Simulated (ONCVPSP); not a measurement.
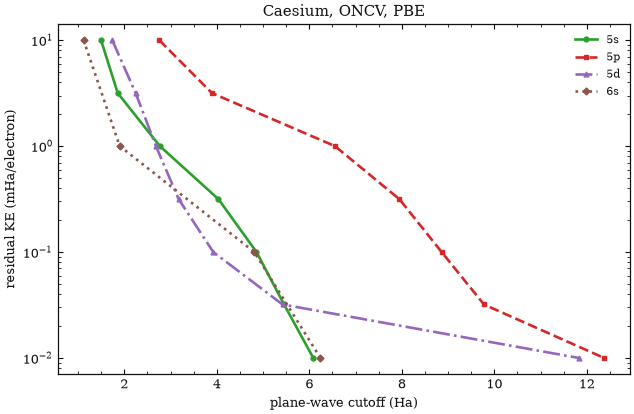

Residual kinetic energy of the pseudo-waves (the first of each channel, and further valence shells) beyond the plane-wave cutoff, as the generator prints it.

Cs, optimised norm-conserving Vanderbilt (ONCV), made with ONCVPSP 4.0.1 (PBE, scalar-relativistic). Core [Kr] 4d10, reference 5s2 5p6 5d0.5 6s0.5. Waves: 5s+6s: rc 3.30 bohr, ncon 3, nbas 6, qcut 3.9 1/bohr, 2 projectors; 5p: rc 2.90 bohr, ncon 5, nbas 8, qcut 4.6 1/bohr, 2 projectors, debl 1.2 Ha; 5d: rc 4.00 bohr, ncon 4, nbas 8, qcut 2.7 1/bohr, 1 projector. Local part: polynomial inside 2.85 bohr (lpopt 5, dvloc0 6 Ha). Core correction: none.

Question: Which cutoffs does the potential need for its occupied states?

Answer: 6.5 Ha for 1 mHa and 8.9 Ha for 0.1 mHa per electron. The first is set by 5p.

Question: At which cutoff does each wave reach 1 mHa per electron?

Answer: 5p: 6.6 Ha; 5s: 2.8 Ha; 5d: 2.7 Ha; 6s: 1.9 Ha.

Question: Which wave is the hardest at 1 mHa per electron, and which settings govern it?

Answer: 5p, with rc = 2.90 bohr and qcut = 4.6 1/bohr. The optimisation minimises, but can't always remove, the kinetic energy above qcut²/2 = 10.6 Ha, and a larger rc would as a rule soften the wave at some cost in transferability.
